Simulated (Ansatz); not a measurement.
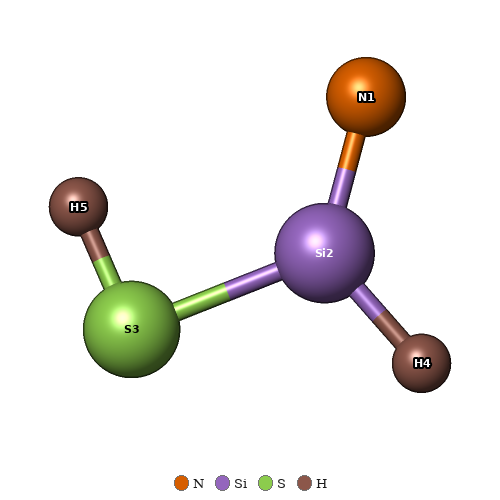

The system is H2NSSi, SMILES [N]=[SiH]S, spin multiplicity 2; the picture shows the reference structure. First axis: bond length N1–Si2. Second axis: bond length Si2–S3. Nothing is relaxed (all other coordinates rigid). Grid: 15 × 15 points. Energies are in kcal/mol, from the lowest grid point. Method: Ansatz, UKS SPW92 (LDA)/def2-TZVP.

Its coordinates:

```xyz
5

N    -1.4847    0.0306    1.1183
Si   -0.4732   -0.3687   -0.1078
S     1.4198    0.4574   -0.4724
H    -0.7816   -1.3978   -1.1454
H     1.3196    1.2785    0.6073
```

Range: bond length N1–Si2 from 1.409 to 2.294 Å; bond length Si2–S3 from 1.762 to 2.726 Å.

Predict the map.

The lowest grid point is at bond length N1–Si2 = 1.662 Å, bond length Si2–S3 = 2.106 Å. No other kind of well shows on this grid. The highest grid point, bond length N1–Si2 = 2.294 Å, bond length Si2–S3 = 1.762 Å, lies 99 kcal/mol above the lowest. Round the minimum the two coordinates are nearly uncoupled.

```csv
"bond length Si2–S3 ↓, bond length N1–Si2 →",1.409,1.473,1.536,1.599,1.662,1.725,1.789,1.852,1.915,1.978,2.042,2.105,2.168,2.231,2.294
2.726,62,45,36,32,32,35,40,47,54,61,69,76,84,91,97
2.658,58,41,32,28,28,31,36,42,49,57,64,72,79,86,93
2.589,54,37,27,23,23,26,31,37,44,52,59,67,74,81,88
2.520,50,33,23,19,19,22,27,33,40,47,55,62,70,77,83
2.451,46,29,19,15,14,17,22,28,35,42,50,58,65,72,79
2.382,43,25,15,10,10,13,18,24,31,38,46,53,60,68,74
2.313,39,21,11,7,6,9,14,20,27,34,42,49,57,64,70
2.244,36,18,8,4,3,6,11,17,23,31,38,46,53,60,67
2.175,34,16,6,1,1,4,8,14,21,28,36,43,51,58,65
2.106,34,15,5,0,0,2,7,13,20,27,35,42,49,57,63
2.037,35,16,6,1,1,3,8,14,20,28,35,43,50,57,64
1.968,38,20,9,4,4,6,11,16,23,30,38,46,53,60,67
1.900,45,26,15,11,10,12,17,22,29,36,44,51,59,66,73
1.831,55,37,26,21,20,23,27,33,39,47,54,62,69,76,83
1.762,72,53,42,37,36,38,43,48,55,62,70,77,85,92,99
```

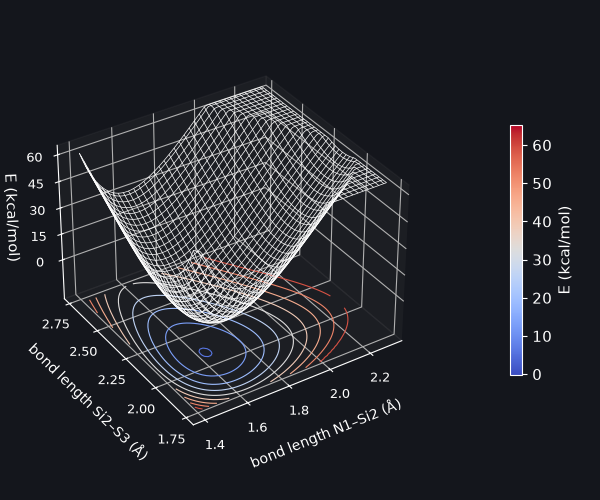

Drawn: a relief with its contours projected below, any walls above the top of the colour scale cut off. Between grid points the surface is interpolated.

Each point was launched as `ansatz run input.yaml --threads 1 --pin off --max-ram 2560MiB --backend cpu --events-out ev --progress --plain --runs-dir out`. Time for the 225 points that were run: 15 min on 1 thread of Arm Neoverse V2, with other jobs on the host.
